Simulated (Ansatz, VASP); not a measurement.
# Si2Mo in two plane-wave programs

Aim: how closely do two programs agree when they are given the same cell, functional and k mesh? The cell comes out of earlier VASP steps on this material, which relaxed, scaled or displaced it; both programs get it as it stands.

Calculated with Ansatz 0.2.0; plane waves, with VASP 6.6.1 beside it; zone-centre phonons at PBE with D3(BJ).

**1. The starting structure**

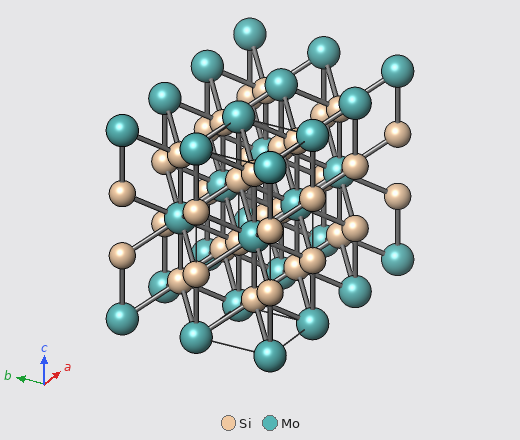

Start, viewed from a free direction; silicon light orange, molybdenum teal. 3×2×1 cells are drawn. This picture shows the conventional cell, with its axes. Some periodic images of atoms are drawn too.

**2. VASP: zone-centre phonons, PBE with D3(BJ)**

Second derivatives magnify differences that forces hide, and they need a tight electronic threshold.

Lines of VASP's logs that name or quote its potential files are left out, and so is its time.

Input file INCAR:

```
SYSTEM = Si2Mo
PREC = Accurate
ENCUT = 400
EDIFF = 1E-08
NELM = 100
ISMEAR = 1
SIGMA = 0.2
LREAL = .FALSE.
ALGO = Normal
GGA = PE
IVDW = 12
NBANDS = 17
LASPH = .TRUE.
LORBIT = 11
LWAVE = .FALSE.
LCHARG = .FALSE.
KPAR = 2
IBRION = 6
NFREE = 2
POTIM = 0.015
ISIF = 2
NSW = 1
```

Input file POSCAR:

```
Si2Mo
1.0
   -1.5890689334      1.5890689334      3.8950969645
    1.5890689334     -1.5890689334      3.8950969645
    1.5890689334      1.5890689334     -3.8950969645
Si Mo
2 1
Direct
    0.3347889275      0.3347889275      0.0000000000
    0.6652110725      0.6652110725      0.0000000000
    0.0000000000      0.0000000000      0.0000000000
```

Input file KPOINTS:

```
Automatic mesh
0
Gamma
17 17 17
0 0 0
```

Potentials, in the order of the species: Si and Mo_sv (PBE family, release 64).

Launch:

```
$ mpirun -np 2 vasp_std
```

Numbers of over 12 decimals in the logs are rounded to 6 here.

Log:

```text
[banner, memory and clock lines left out]
running    2 mpi-ranks, on    1 nodes
 distrk:  each k-point on    1 cores,    2 groups
 distr:  one band on    1 cores,    1 groups

 POSCAR found type information on POSCAR SiMo
 POSCAR found :  2 types and       3 ions
 LDA part: xc-table for (Slater+PW92), standard interpolation
 POSCAR, INCAR and KPOINTS ok, starting setup
 FFT: planning ... GRIDC
 FFT: planning ... GRID_SOFT
 FFT: planning ... GRID
 WAVECAR not read
 entering main loop
       N       E                     dE             d eps       ncg     rms          rms(c)
DAV:   1     0.964694496430E+02    0.96469E+02   -0.98498E+03 13906   0.101E+03
DAV:   2    -0.219898227396E+02   -0.11846E+03   -0.11643E+03 17396   0.273E+02
DAV:   3    -0.240985911927E+02   -0.21088E+01   -0.20980E+01 16884   0.334E+01
DAV:   4    -0.241086965497E+02   -0.10105E-01   -0.10097E-01 17200   0.265E+00
DAV:   5    -0.241087638085E+02   -0.67259E-04   -0.67253E-04 16843   0.203E-01    0.226E+01
DAV:   6    -0.233709473522E+02    0.73782E+00   -0.59473E+00 14810   0.162E+01    0.511E+00
DAV:   7    -0.232584925698E+02    0.11245E+00   -0.84935E-01 14508   0.565E+00    0.470E+00
DAV:   8    -0.232252358191E+02    0.33257E-01   -0.99900E-02 14940   0.242E+00    0.445E-01
DAV:   9    -0.232245784061E+02    0.65741E-03   -0.18515E-03 17414   0.356E-01    0.240E-01
DAV:  10    -0.232245300760E+02    0.48330E-04   -0.51638E-04 15584   0.195E-01    0.529E-02
DAV:  11    -0.232245194702E+02    0.10606E-04   -0.16980E-04 15169   0.983E-02    0.373E-02
DAV:  12    -0.232245168358E+02    0.26344E-05   -0.25545E-05 14659   0.358E-02    0.773E-03
DAV:  13    -0.232245161876E+02    0.64819E-06   -0.10724E-06 15209   0.908E-03    0.223E-03
DAV:  14    -0.232245160736E+02    0.11400E-06   -0.15156E-08 13462   0.959E-04    0.463E-04
DAV:  15    -0.232245160472E+02    0.26360E-07   -0.29049E-09  7572   0.444E-04    0.572E-04
DAV:  16    -0.232245160554E+02   -0.81495E-08   -0.53976E-10  7337   0.190E-04
   1 F= -.24994334E+02 E0= -.24994456E+02  d E =0.367342E-03
[... from here on, the cycles between the ionic steps are left out ...]
   2 F= -.24993353E+02 E0= -.24993475E+02  d E =0.367604E-03
   3 F= -.24993353E+02 E0= -.24993475E+02  d E =0.367582E-03
   4 F= -.24992253E+02 E0= -.24992344E+02  d E =0.273523E-03
   5 F= -.24993297E+02 E0= -.24993457E+02  d E =0.479692E-03
   6 F= -.24993123E+02 E0= -.24993244E+02  d E =0.363874E-03
   7 F= -.24993123E+02 E0= -.24993244E+02  d E =0.363880E-03
   8 F= -.24992713E+02 E0= -.24992835E+02  d E =0.366912E-03
 Finite differences progress:
  Degree of freedom:   4/  4
  Displacement:        1/  2
  Total:               7/  8
 bond charge predicted
       N       E                     dE             d eps       ncg     rms          rms(c)
DAV:   1    -0.232085457280E+02    0.14350E-01   -0.53853E+00 13776   0.249E+01    0.341E-01
DAV:   2    -0.232232341053E+02   -0.14688E-01   -0.16466E-01 14438   0.356E+00    0.150E-01
DAV:   3    -0.232229194756E+02    0.31463E-03   -0.13917E-03 17823   0.304E-01    0.663E-02
DAV:   4    -0.232228936983E+02    0.25777E-04   -0.16698E-04 16143   0.113E-01    0.280E-02
DAV:   5    -0.232228949966E+02   -0.12982E-05   -0.13891E-05 16342   0.298E-02    0.137E-02
DAV:   6    -0.232228956068E+02   -0.61028E-06   -0.17329E-06 15973   0.102E-02    0.479E-03
DAV:   7    -0.232228956144E+02   -0.75634E-08   -0.20106E-07 16220   0.578E-03    0.989E-04
DAV:   8    -0.232228956159E+02   -0.14684E-08   -0.13525E-08  9078   0.928E-04
   9 F= -.24992713E+02 E0= -.24992835E+02  d E =0.366913E-03
 Finite differences progress:
  Degree of freedom:   4/  4
  Displacement:        2/  2
  Total:               8/  8
```

Parts of OUTCAR (step 2):

```text
ion  position               nearest neighbor table
   1  0.335  0.335  0.000-   2 2.57   3 2.59   3 2.59   3 2.59   3 2.59   2 2.61   2 2.61   2 2.61
                             2 2.61   3 2.61
   2  0.665  0.665  0.000-   1 2.57   3 2.59   3 2.59   3 2.59   3 2.59   1 2.61   1 2.61   1 2.61
                             1 2.61   3 2.61
   3  0.000  0.000  0.000-   2 2.59   2 2.59   2 2.59   1 2.59   2 2.59   1 2.59   1 2.59   1 2.59
                             1 2.61   2 2.61

  LATTYP: Found a body centered tetragonal cell.
 ALAT       =     3.1781378668
 C/A-ratio  =     2.4511818730

 Subroutine GETGRP returns: Found 16 space group operations
 (whereof 16 operations were pure point group operations)

The static configuration has the point symmetry D_4h.

 Found    405 irreducible k-points:

   k-points           NKPTS =    405   k-points in BZ     NKDIM =    405   number of bands    NBANDS=     17

   dimension x,y,z NGX =    30 NGY =   30 NGZ =   30
   dimension x,y,z NGXF=    60 NGYF=   60 NGZF=   60

   ENCUT  =  400.0 eV  29.40 Ry    5.42 a.u.   7.33  7.33  7.33*2*pi/ulx,y,z

   NELECT =      22.0000    total number of electrons

 k-points in reciprocal lattice and weights: Automatic mesh
   0.00000000  0.00000000  0.00000000       0.000
   0.05882353  0.00000000 -0.00000000       0.002
   0.11764706  0.00000000 -0.00000000       0.002
   0.17647059  0.00000000 -0.00000000       0.002
   0.23529412  0.00000000 -0.00000000       0.002
   0.29411765  0.00000000 -0.00000000       0.002
   0.35294118  0.00000000 -0.00000000       0.002
   0.41176471  0.00000000  0.00000000       0.002
   0.47058824  0.00000000 -0.00000000       0.002
[...]
-0.47058824  0.47058824  0.47058824       0.001
  -0.47058824 -0.47058824  0.47058824       0.000

 Edisp (eV)   -1.76982

 average (electrostatic) potential at core
       1 -77.1055       2 -77.1253       3 -68.7631

 E-fermi :  12.6012

 k-point     1 :       0.0000    0.0000    0.0000
  band No.  band energies     occupation
    ...
      6       6.0753      2.00000
      7       9.2095      2.00000
      8       9.4469      2.00000
      9       9.9167      2.00000
     10       9.9167      2.00000
     11      12.9843     -0.02083
     12      15.7077     -0.00000
     13      15.8830     -0.00000
     14      16.1997     -0.00000
     15      16.1997     -0.00000
    ...

 k-point     2 :       0.0588    0.0000   -0.0000
  band No.  band energies     occupation
    ...
      6       6.0830      2.00000
      7       8.9293      2.00000
      8       9.4556      2.00000
      9       9.9595      2.00000
     10      10.0811      2.00000
     11      12.7770     -0.01516
     12      15.5784     -0.00000
     13      15.8339     -0.00000
     14      15.9032     -0.00000
     15      16.4201     -0.00000
    ...

 k-point     3 :       0.1176    0.0000   -0.0000
  band No.  band energies     occupation
    ...
      7       8.4073      2.00000
      8       9.4609      2.00000
      9      10.0845      2.00000
     10      10.2953      2.00000
     11      12.3070      2.05782
     12      15.0327     -0.00000
     13      15.3232     -0.00000
     14      16.3028     -0.00000
     15      16.8210      0.00000
     16      17.3257      0.00000
    ...

 Edisp (eV)   -1.76982

  Total      -0.00945    -0.00945     0.06031     0.00000     0.00000     0.00000
  in kB      -0.38479    -0.38479     2.45597     0.00000     0.00000     0.00000
  external pressure =        0.56 kB  Pullay stress =        0.00 kB

  energy-cutoff  :      400.00
  volume of cell :       39.34
      direct lattice vectors                 reciprocal lattice vectors
    -1.589068933  1.589068933  3.895096964     0.000000000  0.314649660  0.128366509
     1.589068933 -1.589068933  3.895096964     0.314649660  0.000000000  0.128366509
     1.589068933  1.589068933 -3.895096964     0.314649660  0.314649660  0.000000000

 POSITION                                       TOTAL-FORCE (eV/Angst)
 -----------------------------------------------------------------------------------
      0.00000      0.00000      2.60807        -0.000000     -0.000000     -0.141749
      0.00000      0.00000      5.18212        -0.000000     -0.000000     -0.074333
      0.00000      0.00000     -0.01500         0.000000      0.000000      0.216082
 -----------------------------------------------------------------------------------
    total drift:                                0.000000      0.000000     -0.000016

  FREE ENERGIE OF THE ION-ELECTRON SYSTEM (eV)
  ---------------------------------------------------
  free  energy   TOTEN  =       -24.9927131787 eV

  energy  without entropy=      -24.9930800913  energy(sigma->0) =      -24.99283548

 Eigenvectors and eigenvalues of the dynamical matrix
 ----------------------------------------------------

   1 f  =   13.359982 THz    83.943243 2PiTHz  445.641034 cm-1    55.252421 meV
             X         Y         Z           dx          dy          dz
      0.000000  0.000000  2.608071     0.000000   -0.000000   -0.707107
      0.000000  0.000000  5.182123     0.000000    0.000000    0.707107
      0.000000  0.000000  0.000000     0.000000    0.000000    0.000000

   2 f  =   10.242827 THz    64.357579 2PiTHz  341.663926 cm-1    42.360909 meV
             X         Y         Z           dx          dy          dz
      0.000000  0.000000  2.608071    -0.706993    0.012690    0.000000
      0.000000  0.000000  5.182123     0.706993   -0.012690   -0.000000
      0.000000  0.000000  0.000000    -0.000000   -0.000000    0.000000

   3 f  =   10.242827 THz    64.357579 2PiTHz  341.663926 cm-1    42.360909 meV
             X         Y         Z           dx          dy          dz
      0.000000  0.000000  2.608071     0.012690    0.706993   -0.000000
      0.000000  0.000000  5.182123    -0.012690   -0.706993    0.000000
      0.000000  0.000000  0.000000     0.000000   -0.000000    0.000000

   4 f  =    9.968653 THz    62.634891 2PiTHz  332.518455 cm-1    41.227016 meV
             X         Y         Z           dx          dy          dz
      0.000000  0.000000  2.608071    -0.000000   -0.000000    0.561565
      0.000000  0.000000  5.182123    -0.000000   -0.000000    0.561565
      0.000000  0.000000  0.000000    -0.000000   -0.000000   -0.607692

   5 f  =    8.615613 THz    54.133494 2PiTHz  287.385922 cm-1    35.631297 meV
             X         Y         Z           dx          dy          dz
      0.000000  0.000000  2.608071    -0.000000   -0.561541   -0.000000
      0.000000  0.000000  5.182123    -0.000000   -0.561541   -0.000000
      0.000000  0.000000  0.000000     0.000000    0.607737    0.000000

   6 f  =    8.615613 THz    54.133494 2PiTHz  287.385922 cm-1    35.631297 meV
             X         Y         Z           dx          dy          dz
      0.000000  0.000000  2.608071    -0.561541    0.000000   -0.000000
      0.000000  0.000000  5.182123    -0.561541    0.000000    0.000000
      0.000000  0.000000  0.000000     0.607737    0.000000    0.000000

   7 f/i=    0.000184 THz     0.001153 2PiTHz    0.006121 cm-1     0.000759 meV
             X         Y         Z           dx          dy          dz
      0.000000  0.000000  2.608071    -0.000000   -0.000000    0.429703
      0.000000  0.000000  5.182123    -0.000000   -0.000000    0.429703
      0.000000  0.000000  0.000000    -0.000000   -0.000000    0.794173

   8 f/i=    0.000644 THz     0.004049 2PiTHz    0.021496 cm-1     0.002665 meV
             X         Y         Z           dx          dy          dz
      0.000000  0.000000  2.608071     0.382843    0.195200    0.000000
      0.000000  0.000000  5.182123     0.382843    0.195200    0.000000
      0.000000  0.000000  0.000000     0.707484    0.360724    0.000000

   9 f/i=    0.000644 THz     0.004049 2PiTHz    0.021496 cm-1     0.002665 meV
             X         Y         Z           dx          dy          dz
      0.000000  0.000000  2.608071    -0.195200    0.382843    0.000000
      0.000000  0.000000  5.182123    -0.195200    0.382843    0.000000
      0.000000  0.000000  0.000000    -0.360724    0.707484    0.000000

 ELASTIC MODULI CONTR FROM IONIC RELAXATION (kBar)
 Direction    XX          YY          ZZ          XY          YZ          ZX
 --------------------------------------------------------------------------------
 XX         -19.4374    -19.4374    -24.5721      0.0000     -0.0000     -0.0000
 YY         -19.4374    -19.4374    -24.5721      0.0000     -0.0000     -0.0000
 ZZ         -24.5721    -24.5721    -31.0633      0.0000     -0.0000     -0.0000
 XY           0.0000      0.0000      0.0000      0.0000      0.0000      0.0000
 YZ          -0.0000     -0.0000     -0.0000      0.0000    -26.1208     -0.0000
 ZX          -0.0000     -0.0000     -0.0000      0.0000     -0.0000    -26.1208
 --------------------------------------------------------------------------------

 total charge
# of ion       s       p       d       tot
------------------------------------------
    1        0.741   0.893   0.000   1.634
    2        0.741   0.893   0.000   1.634
    3        2.291   6.219   4.223  12.733
--------------------------------------------------
tot          3.774   8.004   4.223  16.001

[... 3 further parts left out ...]
```

The last energy, forces, stress and levels in OUTCAR belong to the last displaced cell, not to the cell of POSCAR. Dispersion corrections of this kind ignore metallic screening and tend to overbind metals.

(Continued in part 2 of 2.)

[Lines on the potential files, build, host, timing and source positions are cut from VASP's logs without a mark.]

[Logs are printed without paths, hosts, clocks, repeated set-up lines and the standing remarks that a program may print on its own settings, such as how far it seeks lower states.]

[Hosts, paths, dates, database ids (printed as entryN), source tags and the programs' standing remarks are cut or masked in the printed files.]
